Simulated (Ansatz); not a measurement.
**SiSe (SMILES [Si][Se]): HSE06/STO-3G**

What is the electronic atomisation energy of SiSe at HSE06/STO-3G? 

The results are computed with Ansatz 0.2.0.

**1. Starting point**

The species is SiSe (2 atoms), meant as a singlet with charge 0. SMILES: `[Si][Se]`. The shape comes from GFN2-xTB, which is rough for such elements, and wasn't checked as a minimum.

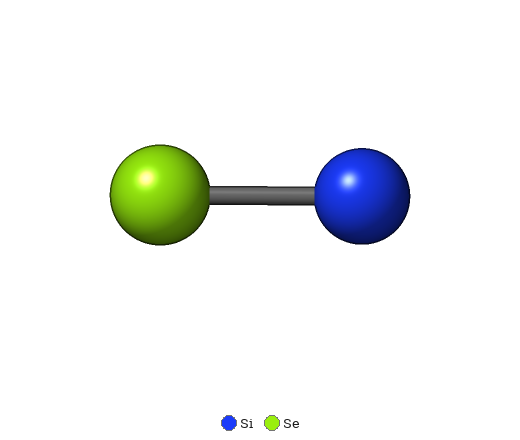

The structure, seen from a chosen angle (silicon blue, selenium green).

**2. The energy at HSE06/STO-3G**

The input, job.yaml:

```yaml
crystal:
  periodic: [false, false, false]
  atoms:
    - {symbol: Si, position_ang: [0.000000, 0.000000, 0.000000]}
    - {symbol: Se, position_ang: [0.000000, 0.000000, 2.124530]}
basis:
  gaussian:
    orbitals: STO-3G
hamiltonian:
  xc: hse06
accuracy: high
```

Run with:

```console
$ ansatz run job.yaml --threads 1 --pin off --max-ram 2610MiB --events-out events.jsonl --progress --plain --runs-dir runs
```

The log of the run:

```text
Warning: RAYON_NUM_THREADS=1 ignored (pool sized by the plan → 1); use --threads N
Functional definition: HSE06
  name "HSE06"
  parameter a = 0.25
  parameter omega = 0.11/bohr
  exchange = pbe_x - a*pbe_x_sr(omega) + a*exact_x_sr(omega)
  correlation = pbe_c
372 factors; integrals over basis functions are off by at most 2.4e-8 eV
49 factors; integrals over basis functions are off by at most 1.2e-9 eV
mean field evaluation 1: about -72395.9775 eV, gradient 2.6e1 eV
mean field evaluation 2: about -72340.7177 eV, gradient 9.8e1 eV
mean field evaluation 4: about -72400.2562 eV, gradient 1.9e0 eV
mean field evaluation 8: about -72400.2575 eV, gradient 6.4e-2 eV
mean field evaluation 16: about -72400.2575 eV, gradient 3.0e-8 eV
mean field -72400.25752379 eV, -2660.6603893423 hartree, gradient 3.0e-8 eV, S^2 0.000000; 0 other end points of the search recorded, 0 dependent functions left out
reference -72400.25752532 eV, -2660.6603893982 hartree; 24, 24 occupied and 3, 3 virtual orbitals, 372 factors
Total energy: -72400.25752532 eV, -2660.6603893982 hartree
```

Run time: 1.2 s. Hardware: 1 thread of Arm Neoverse V1, shared host; peak memory 0.09 GiB.

**3. The Se atom at the same level**

The input, job.yaml:

```yaml
basis:
  gaussian:
    orbitals: STO-3G
crystal:
  periodic: [false, false, false]
  atoms:
    - {symbol: Se, position_ang: [0.000000, 0.000000, 0.000000]}
magnetization:
  spin_polarized: true
  initial_magnetization: 2
hamiltonian:
  xc: {name: HSE06}
accuracy: high
```

Run with:

```console
$ ansatz run job.yaml --threads 1 --pin off --max-ram 2610MiB --events-out events.jsonl --progress --plain --runs-dir runs
```

The log of the run, shortened:

```text
Warning: RAYON_NUM_THREADS=1 ignored (pool sized by the plan → 1); use --threads N
[... 6 set-up lines as earlier in the session ...]
138 factors; integrals over basis functions are off by at most 4.8e-9 eV
26 factors; integrals over basis functions are off by at most 2.5e-10 eV
mean field evaluation 1: about -64615.6151 eV, gradient 1.5e-1 eV
mean field evaluation 2: about -64615.6152 eV, gradient 1.2e-3 eV
mean field evaluation 4: about -64615.6162 eV, gradient 1.2e-6 eV
mean field evaluation 8: about -64615.6162 eV, gradient 1.1e-8 eV
mean field -64615.61622693 eV, -2374.5800983020 hartree, gradient 1.1e-8 eV, S^2 2.000000; 0 other end points of the search recorded, 0 dependent functions left out
reference -64615.61622813 eV, -2374.5800983460 hartree; 18, 16 occupied and 0, 2 virtual orbitals, 138 factors
Total energy: -64615.61622813 eV, -2374.5800983460 hartree
```

Run time: 0.85 s. Hardware: 1 thread of Arm Neoverse V1, shared host; peak memory 0.092 GiB.

**4. The Si atom at the same level**

The input, job.yaml:

```yaml
crystal:
  periodic: [false, false, false]
  atoms:
    - {symbol: Si, position_ang: [0.000000, 0.000000, 0.000000]}
basis:
  gaussian: {orbitals: STO-3G}
magnetization: {spin_polarized: true, initial_magnetization: 2}
hamiltonian: {xc: hse06}
accuracy: high
```

Run the same way, it converges to -285.81686 Eh (log not shown).

**5. What came out**

Level: HSE06/STO-3G.

| quantity | value |
| --- | --- |
| molecule: total energy | -2660.66039 Eh |
| Se atom: total energy | -2374.58010 Eh |
| Se atom: ⟨S²⟩ | 2.000 |
| Si atom: total energy | -285.81686 Eh |
| Si atom: ⟨S²⟩ | 2.000 |
| electronic atomisation energy | 7.168 eV |

In words: Taking the molecule apart into free atoms costs 7.17 eV (165 kcal/mol), before zero-point energy and without spin-orbit coupling. In a minimal basis such a difference can be off by several eV, whatever the method.
